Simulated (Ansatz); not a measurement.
# GeH2Cl2O (SMILES [OH][GeH]([Cl])[Cl]): BCCD(T)/cc-pVDZ

What is the energy change on altering one bond length of GeH2Cl2O at BCCD(T)/cc-pVDZ? 

The calculation is run with Ansatz 0.2.0.

65 further runs of the same task are left out: 1 that didn't finish, 64 set aside as unsound or not needed.

**1. The system as given**

The species is GeH2Cl2O (6 atoms), meant as a singlet with charge 0. As SMILES, `[OH][GeH]([Cl])[Cl]`. Geometry: relaxed at PBE0-D4/def2-TZVP. This is one conformer, not always the lowest.

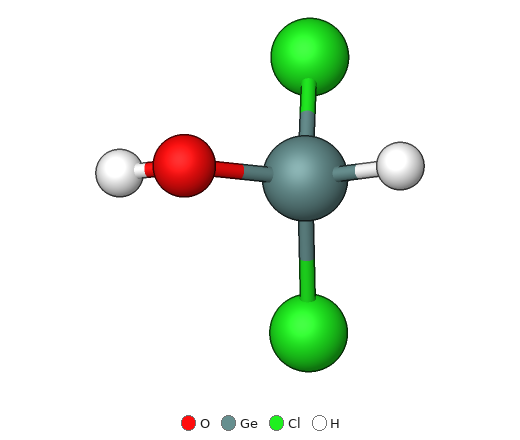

Viewed from a chosen angle; oxygen red, germanium teal, chlorine green, hydrogen white.

**2. A single-point energy at BCCD(T)/cc-pVDZ**

The input, run.yaml:

```yaml
crystal:
  periodic: [false, false, false]
  atoms:
    - {symbol: O, position_ang: [-0.161000, 1.291000, -0.614200]}
    - {symbol: Ge, position_ang: [-0.065400, -0.148800, 0.378900]}
    - {symbol: Cl, position_ang: [1.948500, -0.862600, 0.421700]}
    - {symbol: Cl, position_ang: [-1.252400, -1.700600, -0.487400]}
    - {symbol: H, position_ang: [0.126400, 1.152000, -1.521000]}
    - {symbol: H, position_ang: [-0.554000, 0.204900, 1.775700]}
basis:
  gaussian: {orbitals: cc-pVDZ}
correlation: {method: bccd_t, frozen_orbitals: {Cl: 5, Ge: 9, H: 0, O: 1}}
total_charge: 0
accuracy: high
scf: {omitted_lower_state_checks: [cluster_reference, increment]}
```

Launch:

```
$ ansatz run run.yaml --threads 1 --pin off --max-ram 3480MiB --events-out events.jsonl --progress --plain --runs-dir runs
```

The program printed, cut to the lines that bear on the results:

```text
Warning: RAYON_NUM_THREADS=1 ignored (pool sized by the plan → 1); use --threads N
Functional definition: HF
  name "HF"
[...]
1946 factors; integrals over basis functions are off by at most 4.4e-9 eV
[...]
mean field -83552.25372538 eV, -3070.4886906560 hartree, gradient 9.7e-9 eV, S^2 0.000000; 0 other end points of the search recorded, 0 dependent functions left out
20 core orbitals not correlated: weight in the atoms' cores, before any rotation towards them, 1.000 or more for the frozen orbitals, at most 0.000 for the correlated occupied ones
reference -83552.25372538 eV, -3070.4886906560 hartree; 18, 18 occupied and 49, 49 virtual orbitals, 1946 factors
second order -15.41425580 eV of doubles, -0.00000000 eV of singles
cycle   1  -15.94839159 eV  change   -5.3e-1 eV  update   8.5e-2
[...]
cycle  20  -16.32327543 eV  change    1.6e-9 eV  update   1.0e-9
perturbative correction -0.40740210 eV, -0.0149717509 hartree
Total energy: -83568.98440291 eV, -3071.1035317148 hartree
Checks for a lower state left out: cluster_reference, increment
```

Wall time 11 s (1 thread of AMD EPYC 9R45 (Zen 5), shared host); peak memory 0.58 GiB.

**3. The distorted shape**

The input, run.yaml:

```yaml
crystal:
  periodic: [false, false, false]
  atoms:
    - {symbol: O, position_ang: [-1.167923, 1.647890, -0.635599]}
    - {symbol: Ge, position_ang: [-1.072323, 0.208090, 0.357501]}
    - {symbol: Cl, position_ang: [1.948500, -0.862600, 0.421700]}
    - {symbol: Cl, position_ang: [-2.259323, -1.343710, -0.508799]}
    - {symbol: H, position_ang: [-0.880523, 1.508890, -1.542399]}
    - {symbol: H, position_ang: [-1.560923, 0.561790, 1.754301]}
basis:
  gaussian:
    orbitals: cc-pVDZ
correlation:
  method: bccd_t
  frozen_orbitals: {Cl: 5, Ge: 9, H: 0, O: 1}
accuracy: high
scf:
  omitted_lower_state_checks: [cluster_reference, increment]
```

Launch:

```
$ ansatz run run.yaml --threads 1 --pin off --max-ram 3480MiB --events-out events.jsonl --progress --plain --runs-dir runs
```

The program printed, cut to the lines that bear on the results:

```text
Warning: RAYON_NUM_THREADS=1 ignored (pool sized by the plan → 1); use --threads N
[... 2 set-up lines as earlier in the session ...]
[...]
1892 factors; integrals over basis functions are off by at most 4.4e-9 eV
[...]
mean field -83549.27486616 eV, -3070.3792195988 hartree, gradient 1.0e-8 eV, S^2 0.000000; 1 other end points of the search recorded, 0 dependent functions left out; unrestricted orbitals would lower it
20 core orbitals not correlated: weight in the atoms' cores, before any rotation towards them, 1.000 or more for the frozen orbitals, at most 0.000 for the correlated occupied ones
reference -83549.27486616 eV, -3070.3792195988 hartree; 18, 18 occupied and 49, 49 virtual orbitals, 1892 factors
second order -15.59990148 eV of doubles, -0.00000000 eV of singles
cycle   1  -16.06003884 eV  change   -4.6e-1 eV  update   1.2e-1
[...]
cycle  28  -16.56363928 eV  change   -3.0e-9 eV  update   3.1e-9
perturbative correction -0.53123415 eV, -0.0195224950 hartree
Total energy: -83566.36973959 eV, -3071.0074446102 hartree
Checks for a lower state left out: cluster_reference, increment
```

It took 14 s on 1 thread of AMD EPYC 9R45 (Zen 5), shared host; peak memory 0.57 GiB.

**4. What came out**

At BCCD(T)/cc-pVDZ, 20 core orbitals frozen:

| quantity | value |
| --- | --- |
| first shape: total energy | -3071.10353 Eh |
| first shape: correlation energy (20 core orbitals frozen) | -614.8 mEh |
| first shape: (T) correction | -14.97 mEh |
| distorted shape: total energy | -3071.00744 Eh |
| distorted shape: correlation energy (20 core orbitals frozen) | -628.2 mEh |
| distorted shape: (T) correction | -19.52 mEh |
| energy change with the Ge2–Cl3 bond stretched from 2.137 to 3.206 Å | 2.615 eV |

With the Ge2–Cl3 bond stretched from 2.137 to 3.206 Å the energy rises by 2.61 eV (60 kcal/mol). The first shape isn't relaxed at this level, so the change isn't measured from a minimum. A restricted reference can't describe the breaking bond well at this length. The triples (first shape) make up 2.4 % of the correlation energy. The restricted solution (distorted shape) is unstable to spin breaking: an unrestricted one lies lower. The triples (distorted shape) make up 3.1 % of the correlation energy.
